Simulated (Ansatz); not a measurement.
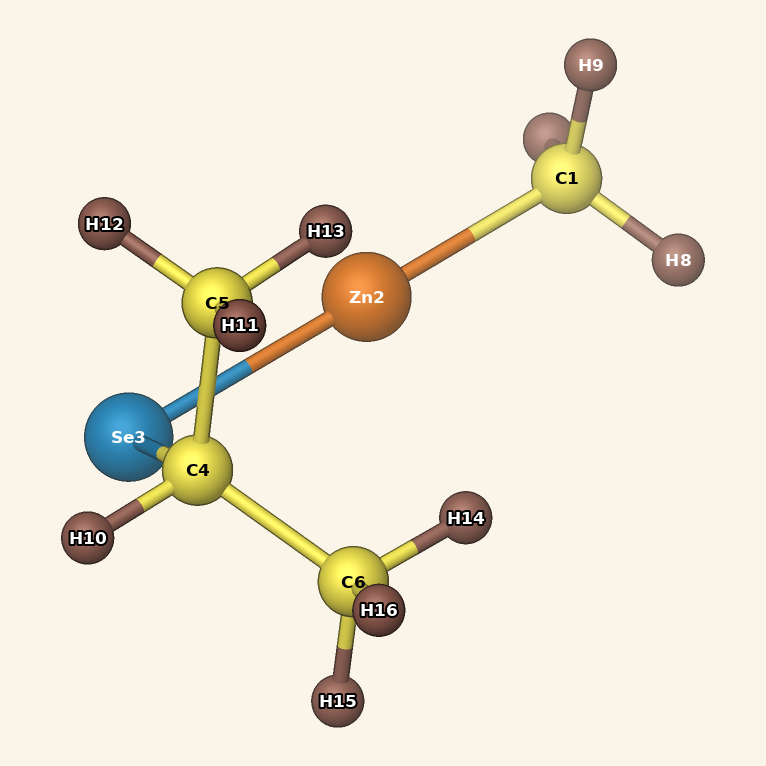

Se3 lies behind C4. The molecule seen a little off the C4–Se3 bond, C4 in front. Atoms fade into the background with distance from the viewer. Computed geometry: PBE0-D4/def2-TZVP optimisation. No frequency run is at hand to confirm it as a minimum.

What is the torsion angle C5–C4–Se3–Zn2? The sign is positive where the front bond must turn clockwise to cover the back bond.

64°, synclinal (gauche).
